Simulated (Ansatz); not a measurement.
Partial pair distribution functions of a relaxed model of amorphous Si18Na12O42, broadened by 0.06 Å; density 2.23 g/cm³. Method: PBE, scalar-relativistic without spin-orbit coupling (plane waves to 420 eV, PAW; Ansatz, an electronic-structure program).

Preparation: random packing, a CHGNet melt and quench, and a DFT relaxation. O atoms were pushed apart under 1.9 Å during the dynamics, to hinder bonds among them. The hot cell started wider than the set density and was brought back towards it in steps. It is the lowest in DFT energy of 2 quenches. It is a model cell: composition and starting density were chosen by hand, and all elements were melted together. No dispersion term was used. Its density started from a set value of 2.35 and ended at 2.23 g/cm³. The quench (nominally 260 K/ps over its main leg) was far faster than any real one, so the model tends to hold more defects than a real film. One small periodic cell is one sample of the glass; other quenches scatter about these values. Volume and shape were free in the relaxation.

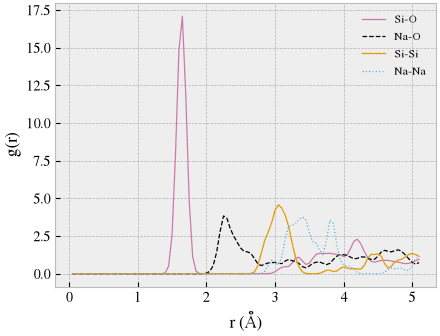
Fig. 1. Partial pair distribution functions

Highest peaks under 4.5 Å: Si-O near 1.65 Å, Na-O near 2.25 Å, Si-Si near 3.05 Å, Na-Na near 3.40 Å; pairs of few atoms are noisy.

Within 1.92 Å each Si has 4.00 O neighbours on average.
